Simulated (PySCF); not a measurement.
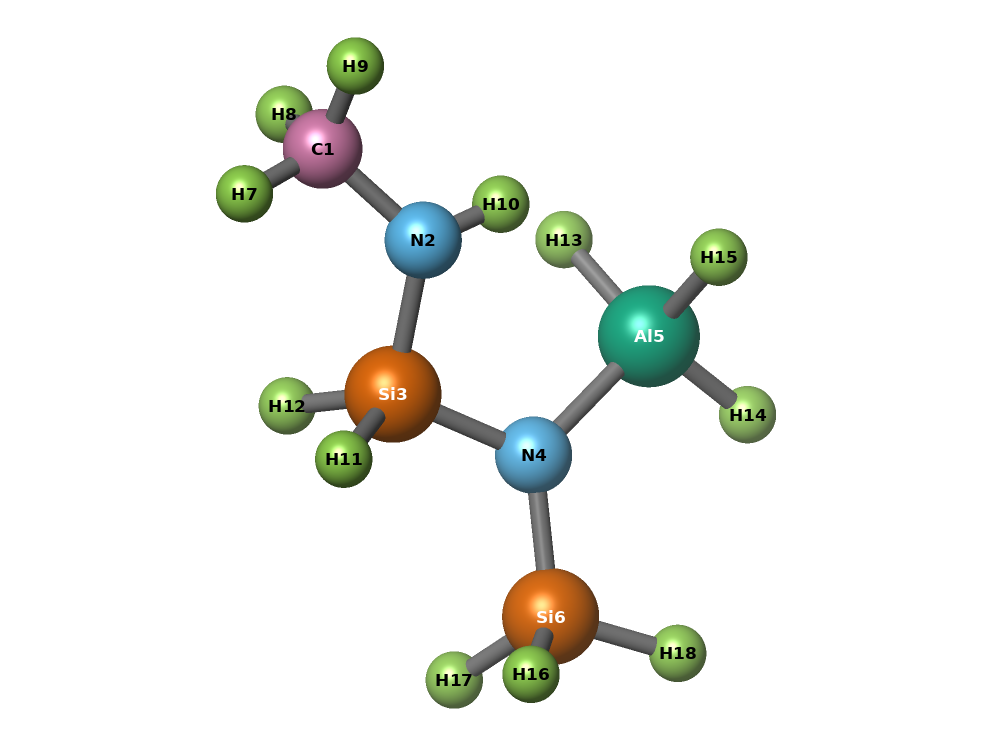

State: charge −1, singlet. Computed geometry: GFN2-xTB optimisation. No frequency run is at hand to confirm it as a minimum. Electric field gradients from the ground-state density, PBE0/pcSseg-1 (PySCF 2.14.0), non-relativistic apart from any core potentials.

Give the largest field-gradient component, the quadrupole coupling constant and the asymmetry for 14N at N2 (Q = 20.44 mb), 14N at N4 (Q = 20.44 mb), 27Al at Al5 (Q = 146.6 mb).

| atom | V_zz (a.u.) | e²qQ/h (MHz) | η |
| --- | --- | --- | --- |
| N2 | −1.010 | −4.85 | 0.48 |
| N4 | −0.498 | −2.39 | 0.39 |
| Al5 | 0.306 | 10.54 | 0.27 |

The geometry is semi-empirical. Around Al, Si such bond lengths and angles can be off by a tenth of an ångström or more and by several degrees, and values that hang on the shape move with them.
